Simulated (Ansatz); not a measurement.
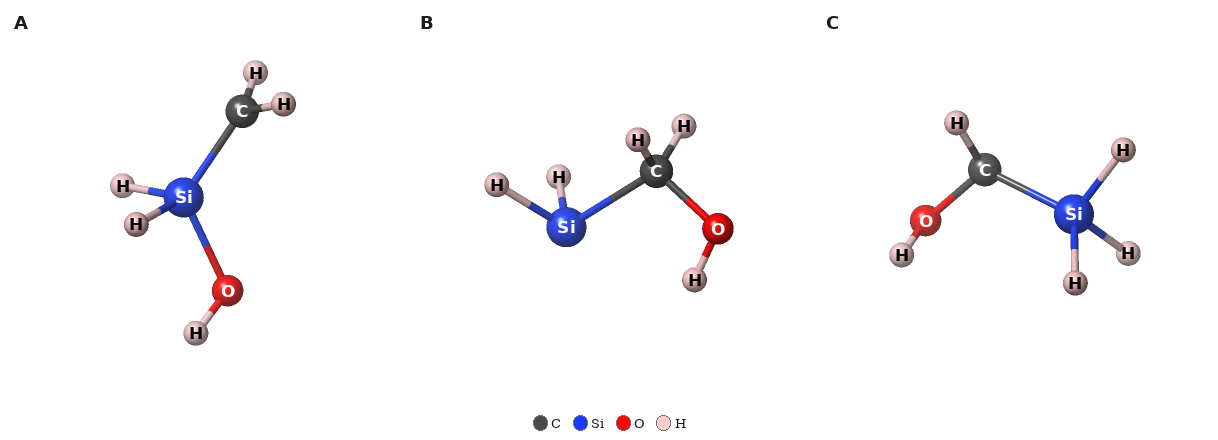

3 stationary structures of one formula. The species has charge −1 and is a spin singlet. Geometries: PBE-D4/def2-SVPD. Electronic energies: PBE-D4/def2-SVPD (Ansatz 0.2.0), without zero-point energy. No frequency run is at hand to confirm each as a minimum. Each is one conformer, not always the lowest.

> Which is lowest in energy, and by how much?

A is lowest (C1); B lies 0.869 eV above it, C lies 2.051 eV above it (C1).
